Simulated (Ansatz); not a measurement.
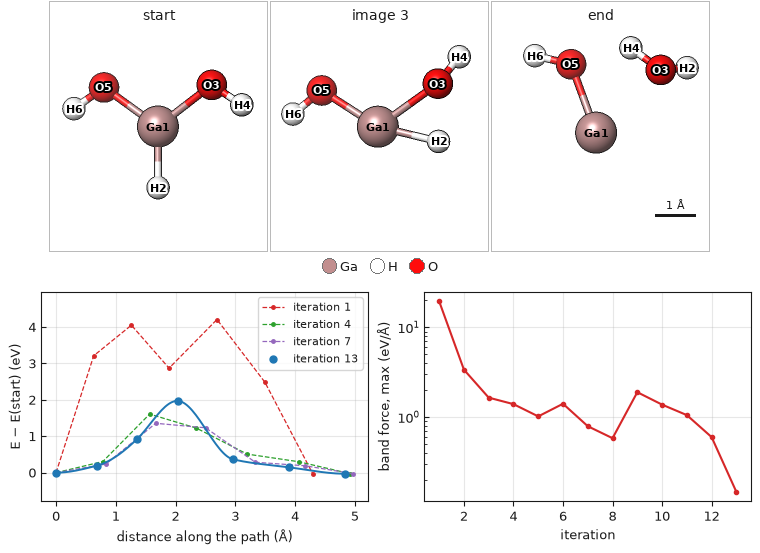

A search for the minimum-energy path of GaH₃O₂ by the nudged elastic band. Images are numbered from 0 (start) to 6 (end). The plot follows the band through its iterations. A ball-and-stick model, seen at a tilt.

Theory: RKS PBE-D4/def2-SVP in Ansatz. Settings: 5 movable images; climbing image; force threshold 0.2 eV/Å; iteration limit 60; starting path through a guess of the saddle point.

**Did the band converge, and can the barrier be trusted?**

The run met only a loose threshold, so the barrier can't be trusted yet. The band converged in 13 iterations. The largest component of the band force went from 20 to 0.15 eV/Å. The climbing image converged on the top of the path. Its curvatures weren't checked. The force threshold is so loose that the height of the top is at best an upper bound. The first iteration put the highest image at 4.21 eV. The energy climbs by 1.97 eV to image 3 and then falls by 2.00 eV, so the end point sits at −0.03 eV.

Cost: 57 s on 1 thread of Intel(R) Xeon(R) 6975P-C (Granite Rapids), on a shared host, peak memory 0.15 GiB.
